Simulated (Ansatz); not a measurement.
Partial pair distribution functions of a relaxed model of amorphous Si$_{30}$N$_{40}$Co, broadened by 0.06 Å; density 2.94 g/cm³. These are PBE, scalar-relativistic without spin-orbit coupling (plane waves to 420 eV, PAW; Ansatz, an electronic-structure program) values and carry that method's errors. In the spin-polarised cell the level spacing at the Fermi energy can part levels of unlike spin.

A CHGNet melt-quench gave the starting glass, which DFT then relaxed. N atoms were pushed apart under 1.9 Å during the dynamics, to hinder bonds among them. The hot cell started wider than the set density and was brought back towards it in steps. It is the lowest in DFT energy of 2 quenches. It is a model cell: composition and starting density were chosen by hand, and all elements were melted together. No dispersion term was used. Its density started from a set value of 3.04 and ended at 2.94 g/cm³. Cooling (nominally 450 K/ps over its main leg) ran many orders faster than in experiment, which tends to leave more defects and strain. A cell of this size samples the disorder only roughly. Volume and shape were free in the relaxation. On a 2×2×2 Γ-centred mesh force components of up to 0.12 eV/Å stay, since the relaxation ran on the zone centre alone.

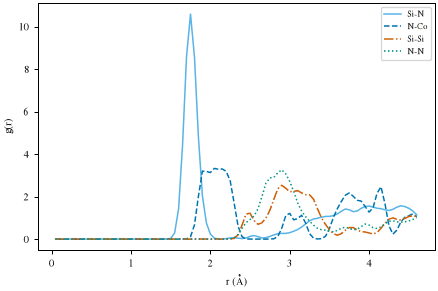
Figure: Partial pair distribution functions

Highest peaks under 4.5 Å: Si-N near 1.75 Å, N-Co near 2.05 Å, Si-Si near 2.90 Å, N-N near 2.90 Å; pairs of few atoms are noisy.

Within 2.08 Å each Si has 3.93 N neighbours on average.
